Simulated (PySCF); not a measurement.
# C3H8N2OSi: magnetic properties

Aim: compute the magnetic properties of C3H8N2OSi (`N[Si@@H]1NCC=CO1`).

Programs: PySCF 2.14.0, with routines of our own; each step states its level. All values are computed. Atoms count from 0.

### Step 1. The starting structure

15 atoms, charge 0, multiplicity 1; geometry from: GFN2-xTB.

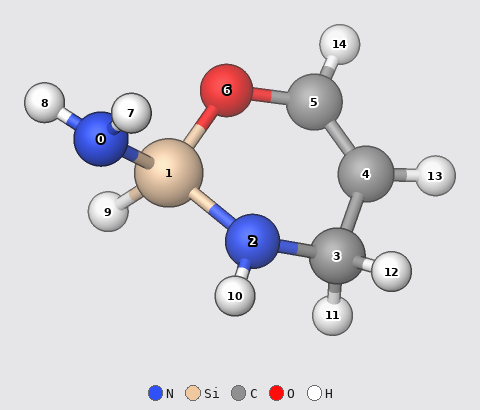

The starting geometry (nitrogen blue, silicon light orange, carbon grey, oxygen red, hydrogen white).

### Step 2. Magnetic properties: GIAO HF/pcSseg-1

Job settings and geometry (Å):

```
{"job": {"kind": "mag", "xc": "HF", "basis": "pcSseg-1", "isotopologues": 2}, "charge": 0, "multiplicity": 1}
N      2.635869    -0.279605    -0.086000
Si     1.051215    -0.258739     0.572686
N      0.022056    -0.940722    -0.616798
C     -1.398713    -0.669865    -0.591979
C     -1.721073     0.702147    -0.082475
C     -0.876419     1.511844     0.536601
O      0.410053     1.236519     0.826420
H      2.777244     0.084633    -1.014374
H      3.386493     0.011557     0.514838
H      1.118360    -0.900917     1.885076
H      0.227902    -1.852612    -0.990072
H     -1.943808    -1.409222     0.022503
H     -1.788118    -0.759521    -1.615969
H     -2.734134     1.032029    -0.249937
H     -1.171342     2.500465     0.867566
```

Level: GIAO HF/pcSseg-1 magnetisability, rotational g tensor and spin-rotation constants, non-relativistic, gas phase.

Launch:

```bash
OMP_NUM_THREADS=1 python excited_run.py task.json out
```

One launch serves the whole session: the jobs run in the order shown.

Log:

```text
final grid: 121720 points
cycle   1  E = -590.8638627412  dE =  1.688e+00  |g| = 6.255e-01  |ddm| = 3.512e+00
cycle   2  E = -590.9513262309  dE = -8.746e-02  |g| = 2.979e-01  |ddm| = 6.153e-01
cycle   3  E = -590.9676790215  dE = -1.635e-02  |g| = 8.527e-02  |ddm| = 2.522e-01
cycle   4  E = -590.9694487865  dE = -1.770e-03  |g| = 1.730e-02  |ddm| = 9.059e-02
cycle   5  E = -590.9695328274  dE = -8.404e-05  |g| = 4.865e-03  |ddm| = 2.139e-02
cycle   6  E = -590.9695404962  dE = -7.669e-06  |g| = 1.158e-03  |ddm| = 6.203e-03
cycle   7  E = -590.9695412758  dE = -7.795e-07  |g| = 4.048e-04  |ddm| = 2.316e-03
cycle   8  E = -590.9695413654  dE = -8.963e-08  |g| = 1.308e-04  |ddm| = 7.534e-04
cycle   9  E = -590.9695413765  dE = -1.114e-08  |g| = 3.547e-05  |ddm| = 2.966e-04
cycle  10  E = -590.9695413773  dE = -7.926e-10  |g| = 1.035e-05  |ddm| = 8.200e-05
converged SCF energy = -590.9695413773

Magnetisability tensor (1e-30 J/T^2)
    -1190.57      -11.22        7.71
      -11.22    -1102.65       16.97
        7.71       16.97    -1137.01
isotropic -1143.41   principal values   -1193.74  -1141.40  -1095.08
isotropic susceptibility -68.858 1e-6 cm^3/mol

Inertial axes            a          b          c
rot. const./GHz      4.1450     1.9834     1.4572
chi total           -71.130    -66.251    -69.192
chi diamagnetic    -395.897   -718.199   -930.385
chi paramagnetic    324.767    651.948    861.193
quadrupole/D A        4.352      0.502     -4.854
g nuclear            0.6014     0.5902     0.5810
g electronic        -0.6324    -0.6075    -0.5896
g total             -0.0310    -0.0173    -0.0085

Spin-rotation constants (kHz, H = +C I.J)
atom  isotope        aa         bb         cc
  0    14N        0.152      0.078      0.046
  2    14N        0.166      0.046      0.054
  7     1H       -0.454     -0.252      0.009
  8     1H       -0.167     -0.160     -0.167
  9     1H       -0.335     -0.191      0.055
 10     1H       -0.460      0.004     -0.191
 11     1H       -0.393     -0.140      0.014
 12     1H       -0.370     -0.074     -0.048
 13     1H        0.351     -0.218     -0.178
 14     1H       -0.257      0.100     -0.149
  1   29Si*      -2.251     -1.052     -0.745
  3    13C*       0.620      0.358      0.222
  4    13C*       1.696      0.511      0.191
  5    13C*       1.871      0.657      0.283
  6    17O*      -0.635     -0.328     -0.049
* in the singly substituted isotopologue

Isotopologues: g along a, b, c
2H    at 7,8,9,10,11,12    -0.0261    -0.0147    -0.0074
15N   at 0                 -0.0310    -0.0169    -0.0084
```

Wall time 18 s (1 thread of Arm Neoverse V1, shared host); peak memory 0.8 GiB.

In short:

```
              quantity                      value
       magnetisability           -1143·10⁻³⁰ J/T²
  molar susceptibility         -68.9·10⁻⁶ cm³/mol
rotational g (a, b, c)  -0.0310, -0.0173, -0.0085
```

The fields below are evaluated on a grid from the run's orbitals.

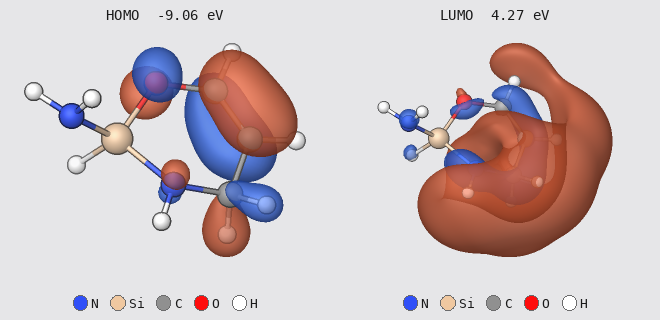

HF/pcSseg-1 orbitals near the gap, drawn at the value that encloses 70 % of each; the two colours are the two signs.

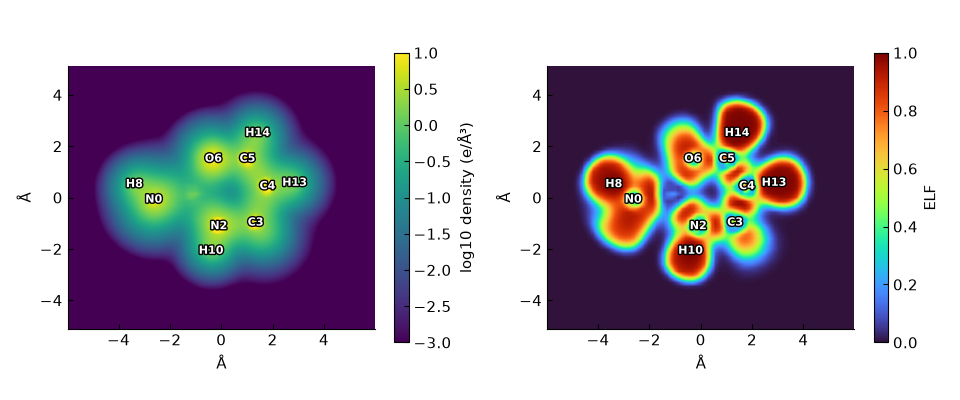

Density (left) and ELF (right) in a plane through or near 10 of the atoms.

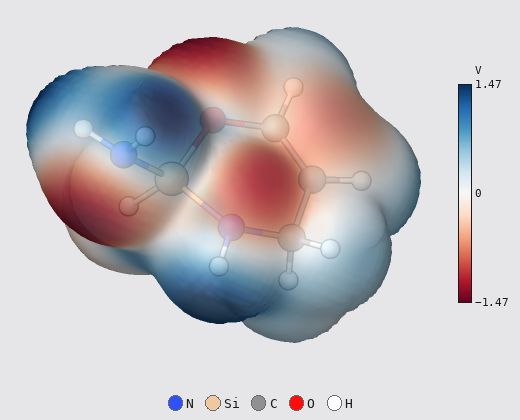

The potential that a unit positive charge feels on the 0.002 e/bohr³ surface, from the 1st to the 99th percentile, from -1.36 V near O6 to 1.47 V near H10.

### Step 3. Summary of results

| quantity | value |
| --- | --- |
| magnetisability (step 2, GIAO HF/pcSseg-1) | -1143·10⁻³⁰ J/T² |
| molar susceptibility (step 2, GIAO HF/pcSseg-1) | -68.9·10⁻⁶ cm³/mol |
| rotational g (a, b, c) (step 2, GIAO HF/pcSseg-1) | -0.0310, -0.0173, -0.0085 |
| surface potential, 1st and 99th percentile | -1.36 V and 1.47 V |

The values above hold for this geometry and these levels alone. Vibrational averaging and real surroundings are missing from these values.
